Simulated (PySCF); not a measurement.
**C6H12 (methylcyclopentane): levels of theory compared**

Aim: a comparison of 6 runs (HF/3-21G, B3LYP/6-31G*, BHLYP/6-31G*, M06-2X/6-31G*, M06-L/6-31G*, SCS-MP2/6-31G*) of C6H12 (methylcyclopentane). 

The calculation is run with PySCF 2.14.0.

1 further run of the same task is left out (set aside as unsound or not needed).

### Step 1. The structure to begin with

The species is C6H12 (18 atoms), meant as a singlet with charge 0. As SMILES, `CC1CCCC1`. The C1–H9 distance was set to 1.958 Å, away from the relaxed value. At this shape a bond of the SMILES string is far longer than usual.

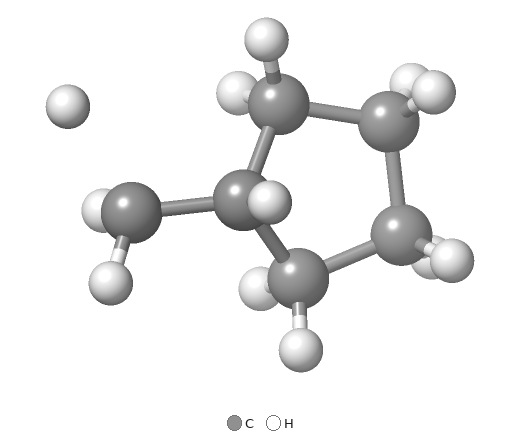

Viewed from a chosen angle; carbon grey, hydrogen white.

### Step 2. A single-point energy at HF/3-21G (run 1)

The input, input.xyz:

```xyz
18

C      1.084618    -1.458218    -0.603635
C      0.560988    -0.032278    -0.523685
C      0.311228     0.605842    -1.891285
C     -0.597352     1.803242    -1.593815
C     -1.333392     1.457902    -0.283645
C     -0.813042     0.079572     0.139275
H      0.387708    -2.090628    -1.150725
H      2.044648    -1.484028    -1.114695
H      1.318910    -2.206150     1.190980
H      1.276368     0.583342     0.031875
H     -0.206582    -0.111458    -2.530965
H      1.233798     0.900982    -2.389805
H      0.001078     2.705222    -1.462525
H     -1.292832     1.986302    -2.412065
H     -1.104552     2.198292     0.483335
H     -2.414362     1.448062    -0.418595
H     -0.764532    -0.029258     1.222255
H     -1.462952    -0.705578    -0.251905
```

The input, job.py:

```python
from pyscf import gto, scf

mol = gto.Mole()
mol.atom = 'input.xyz'
mol.basis = '3-21g'
mol.spin = 0
mol.charge = 0
mol.verbose = 3
mol.max_memory = 1860
mol.build()

mf = scf.RHF(mol)
mf.conv_tol = 1e-10
mf.kernel()
if not mf.converged:
    mf = mf.newton().run(mf.mo_coeff, mf.mo_occ)

e_final = mf.e_tot
print('Final energy', e_final)
```

On the command line:

```
$ OMP_NUM_THREADS=1 python job.py
```

The program printed:

```text
converged SCF energy = -232.766366059999
Final energy -232.7663660599987
```

It took 1.3 s on 1 thread of Intel Xeon at 2.70GHz, shared host; peak memory 0.14 GiB.

### Step 3. A single-point energy at B3LYP/6-31G(d) (spherical functions) (run 2)

The input, calc.py:

```python
from pyscf import gto, dft

mol = gto.M(
    atom=[
    ('C', (1.084618, -1.458218, -0.603635)),
    ('C', (0.560988, -0.032278, -0.523685)),
    ('C', (0.311228, 0.605842, -1.891285)),
    ('C', (-0.597352, 1.803242, -1.593815)),
    ('C', (-1.333392, 1.457902, -0.283645)),
    ('C', (-0.813042, 0.079572, 0.139275)),
    ('H', (0.387708, -2.090628, -1.150725)),
    ('H', (2.044648, -1.484028, -1.114695)),
    ('H', (1.318910, -2.206150, 1.190980)),
    ('H', (1.276368, 0.583342, 0.031875)),
    ('H', (-0.206582, -0.111458, -2.530965)),
    ('H', (1.233798, 0.900982, -2.389805)),
    ('H', (0.001078, 2.705222, -1.462525)),
    ('H', (-1.292832, 1.986302, -2.412065)),
    ('H', (-1.104552, 2.198292, 0.483335)),
    ('H', (-2.414362, 1.448062, -0.418595)),
    ('H', (-0.764532, -0.029258, 1.222255)),
    ('H', (-1.462952, -0.705578, -0.251905)),
],
    verbose=3,
    max_memory=1860,
    basis='6-31g*',
    spin=0,
)

calc0 = dft.RKS(mol, xc='b3lyp')
calc0.grids.level = 5
calc0.conv_tol = 1e-10
calc0.kernel()
if not calc0.converged:
    calc0 = calc0.newton().run(calc0.mo_coeff, calc0.mo_occ)

e_final = calc0.e_tot
print('E = %.10f Eh' % e_final)
```

On the command line:

```
$ OMP_NUM_THREADS=1 python calc.py
```

The program printed:

```text
converged SCF energy = -235.746417012327
E = -235.7464170123 Eh
```

Wall time 40 s (1 thread of Intel Xeon at 2.70GHz, shared host); peak memory 0.59 GiB.

Run 3 isn't shown in full; the table further down has it.

### Step 4. A single-point energy at M06-2X/6-31G(d) (spherical functions) (run 4)

input.xyz is that of step 2.

The input, input.py:

```python
from pyscf import gto, dft

molecule = gto.M(
    atom='input.xyz',
    max_memory=1860,
    verbose=4,
    charge=0,
    basis='6-31g*',
)

ks = dft.RKS(molecule, xc='m06-2x')
ks.conv_tol = 1e-10
ks.grids.level = 5
ks.kernel()
if not ks.converged:
    ks = ks.newton().run(ks.mo_coeff, ks.mo_occ)

e_tot = ks.e_tot
print('E = %.10f Eh' % e_tot)
```

On the command line:

```
$ OMP_NUM_THREADS=1 python input.py
```

The program printed:

```text
PySCF version 2.14.0

[... 87 lines left out ...]
converged SCF energy = -235.611916032489
E = -235.6119160325 Eh
```

Wall time 69 s (1 thread of Intel Xeon at 2.70GHz, shared host); peak memory 0.64 GiB.

Run 5 isn't shown in full; the table further down has it.

### Step 5. A single-point energy at SCS-MP2/6-31G(d) (spherical functions) (run 6)

The input, calc.py:

```python
from pyscf import gto, mp

mol = gto.Mole()
mol.atom = '''
C        1.084618      -1.458218      -0.603635
C        0.560988      -0.032278      -0.523685
C        0.311228       0.605842      -1.891285
C       -0.597352       1.803242      -1.593815
C       -1.333392       1.457902      -0.283645
C       -0.813042       0.079572       0.139275
H        0.387708      -2.090628      -1.150725
H        2.044648      -1.484028      -1.114695
H        1.318910      -2.206150       1.190980
H        1.276368       0.583342       0.031875
H       -0.206582      -0.111458      -2.530965
H        1.233798       0.900982      -2.389805
H        0.001078       2.705222      -1.462525
H       -1.292832       1.986302      -2.412065
H       -1.104552       2.198292       0.483335
H       -2.414362       1.448062      -0.418595
H       -0.764532      -0.029258       1.222255
H       -1.462952      -0.705578      -0.251905
'''
mol.spin = 0
mol.charge = 0
mol.basis = '6-31g*'
mol.verbose = 3
mol.max_memory = 1860
mol.build()

myscf = mol.RHF()
myscf.conv_tol = 1e-10
myscf.kernel()
if not myscf.converged:
    myscf = myscf.newton().run(myscf.mo_coeff, myscf.mo_occ)

pt = mp.MP2(myscf, frozen=6).run()
etot = myscf.e_tot + 1.2 * pt.e_corr_os + pt.e_corr_ss / 3
print('Final energy', etot)
```

On the command line:

```
$ OMP_NUM_THREADS=1 python calc.py
```

The program printed:

```text
converged SCF energy = -234.057518788717
E(RMP2) = -234.848912836285  E_corr = -0.791394047568499
E(SCS-RMP2) = -234.844668082094  E_corr = -0.787149293377267
Final energy -234.8446680820941
```

Run time: 4.5 s. Hardware: 1 thread of Intel Xeon at 2.70GHz, shared host; peak memory 0.33 GiB.

### Step 6. All runs side by side

```csv
run,level,integration grid,frozen core orbitals,energy (Eh),dipole moment (D) of the reference,HOMO energy (eV),LUMO energy (eV),wall time
1,HF/3-21G,–,–,-232.766366,1.55,-9.59,3.10,1.3 s
2,B3LYP/6-31G* (spherical functions),5,–,-235.746417,1.51,-7.08,-1.23,40 s
3,BHLYP/6-31G* (spherical functions),5,–,-235.578929,1.54,-8.24,0.10,46 s
4,M06-2X/6-31G* (spherical functions),5,–,-235.611916,1.33,-8.32,-0.08,69 s
5,M06-L/6-31G* (spherical functions),5,–,-235.699874,1.52,-6.52,-1.87,87 s
6,SCS-MP2/6-31G* (spherical functions),–,6,-234.844668,1.81,-9.67,2.87,4.5 s
```

### Step 7. Outcome

```
                                          quantity          value
                               run 6: total energy  -234.84467 Eh
       run 6: dipole moment (Hartree–Fock density)         1.81 D
        run 6: HOMO energy (Hartree–Fock orbitals)       -9.67 eV
        run 6: LUMO energy (Hartree–Fock orbitals)        2.87 eV
      run 6: HOMO–LUMO gap (Hartree–Fock orbitals)       12.54 eV
run 6: correlation energy (6 core orbitals frozen)     -787.1 mEh
```

Over runs 1, 2, 3, 4, 5 the dipole moment (its size) runs from 1.33 D (M06-2X/6-31G*) to 1.55 D (HF/3-21G). The two ends differ in method and basis. Over runs 1, 2, 3, 4, 5 the HOMO–LUMO gap runs from 4.65 eV (M06-L/6-31G*) to 12.68 eV (HF/3-21G). Totals of different functionals can't be ranked against each other. In runs 1, 2, 3, 4, 5, 6 a closed-shell determinant meets a far-stretched bond, which it describes badly. All runs together took 4.1 min, the longest 87 s.
